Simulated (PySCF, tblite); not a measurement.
# B3H6NO4Si, a small molecule taken as a stand-in for a surface group (boron oxide ring): NMR shifts, core binding energies and electronic excitations

Aim: the NMR shifts, core binding energies and electronic excitations of `N[SiH2]OB1OBOBO1`.

Computed with tblite 0.8.0 and PySCF 2.14.0; each step states its level. No surroundings beyond the atoms listed, unless a continuum is named. Atoms count from 0, parts from 1.

### Step 1. The system as given

15 atoms, charge 0, multiplicity 1; geometry: distance geometry start.

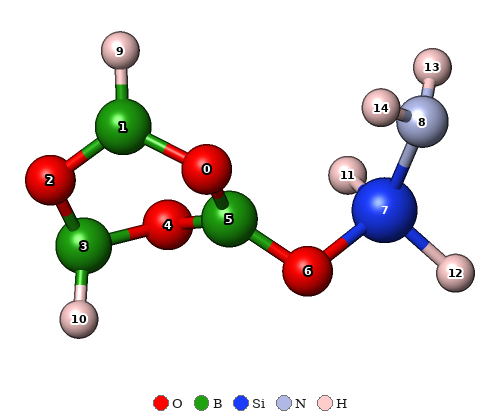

The starting geometry (oxygen red, boron green, silicon blue, nitrogen light blue, hydrogen pink), atoms numbered.

### Step 2. Geometry optimisation with GFN2-xTB

What the job is given:

```
{"job": {"kind": "relax", "xc": "GFN2-xTB", "basis": "xTB"}, "charge": 0, "multiplicity": 1}
O     -0.689589     0.682893     1.395581
B     -1.778007     1.496740     0.792097
O     -3.042171     0.858675     0.476796
B     -2.737369    -0.433074    -0.164837
O     -1.376270    -0.545218    -0.708218
B     -0.477883    -0.399096     0.438032
O      0.513767    -1.429730     0.679912
Si     1.915362    -0.991871    -0.248386
N      2.756483     0.411542     0.454949
H     -1.557544     2.635462     0.598151
H     -3.081760    -1.401223     0.447435
H      1.532623    -0.653138    -1.622431
H      2.768054    -2.208643    -0.200063
H      3.119878     1.024332    -0.315374
H      2.153965     0.936318     1.112070
```

With the program's defaults for keys left out, this is: GFN2-xTB geometry optimisation, gas phase.

The run is started by

```
$ OMP_NUM_THREADS=1 python cluster_run.py task.json out
```

This one command runs all jobs of the session in turn.

**Question.** The jobs that follow are: PBE0-D3(BJ)/def2-SVP geometry optimisation, gas phase; GIAO PBE0/pcSseg-1 NMR shielding, non-relativistic, gas phase; delta-SCF UKS SCAN, pcX-2 on the ionised atom, pcseg-1 elsewhere, spin-free X2C; TDDFT CAM-B3LYP/def2-SVPD, vertical, gas phase, core orbitals frozen in the response. Predict: point group; rotational constants (main isotopes); ¹H shifts against TMS (PBE0/pcSseg-1); ¹⁷O shifts against H2O (PBE0/pcSseg-1); ¹¹B shifts against BF3·OEt2 (PBE0/pcSseg-1); ²⁹Si shifts against TMS (PBE0/pcSseg-1); ¹⁵N shifts against NH3 (PBE0/pcSseg-1); O1s binding energies, SCAN/pcX-2 (standing for 3 of 4 atoms); B1s binding energies, SCAN/pcX-2 (standing for 1 of 3 atoms); lowest singlet (CAM-B3LYP/def2-SVPD); lowest triplet; vertical ionisation energy (ΔSCF).

As calculated:

| quantity | value |
| --- | --- |
| point group | C1 |
| rotational constants (main isotopes) | 3.50, 0.81, 0.69 GHz |
| ¹H shifts against TMS (PBE0/pcSseg-1) | 5.01, 4.66, 4.59, 4.54, 1.46, 1.38 ppm |
| ¹⁷O shifts against H2O (PBE0/pcSseg-1) | 219.3, 194.7, 193.7, 141.6 ppm |
| ¹¹B shifts against BF3·OEt2 (PBE0/pcSseg-1) | 27.6, 27.2, 16.1 ppm |
| ²⁹Si shifts against TMS (PBE0/pcSseg-1) | -31.9 ppm |
| ¹⁵N shifts against NH3 (PBE0/pcSseg-1) | 36.5 ppm |
| O1s binding energies, SCAN/pcX-2 (standing for 3 of 4 atoms) | O0 539.23, O4 539.12, O6 538.32 eV |
| B1s binding energies, SCAN/pcX-2 (standing for 1 of 3 atoms) | B5 198.77 eV |
| lowest singlet (CAM-B3LYP/def2-SVPD) | 6.92 eV (179 nm), f = 0.060 |
| lowest triplet | 6.53 eV |
| vertical ionisation energy (ΔSCF) | 10.45 eV |

What this shows: The start of the PBE0/def2-SVP relaxation was shaken at random by about 0.01 Å, so part of the energy gained, and of the first lengths quoted, undoes that. The optimisation took 20 steps and gained 0.380 eV; among the close pairs (by a distance rule), O6–Si7 changed most, from 1.639 to 1.697 Å (PBE0/def2-SVP). At PBE0/pcSseg-1: The widest tensor belongs to O2: span 401 ppm, with a paramagnetic part of -279 ppm. At SCAN/pcX-2: O0 (oxygen bonded to 2 B) binds its O1s electron 0.90 eV more tightly than O6 (oxygen bonded to B, Si). Only 3 of the 4 O atoms are covered by sound results. The first singlet state (HOMO→LUMO+1 0.30, HOMO→LUMO+2 0.27) lies at 6.92 eV and is bright. The lowest triplet lies 0.39 eV below the lowest singlet (triplets in Tamm-Dancoff, singlets in full TDDFT). ΔSCF puts the ionisation energy at 10.45 eV, 0.96 eV above −ε(HOMO). A capped cluster stands for the solid here, so long-range fields and strain are missing, and bands or shifts of the capping hydrogens have no counterpart in it.
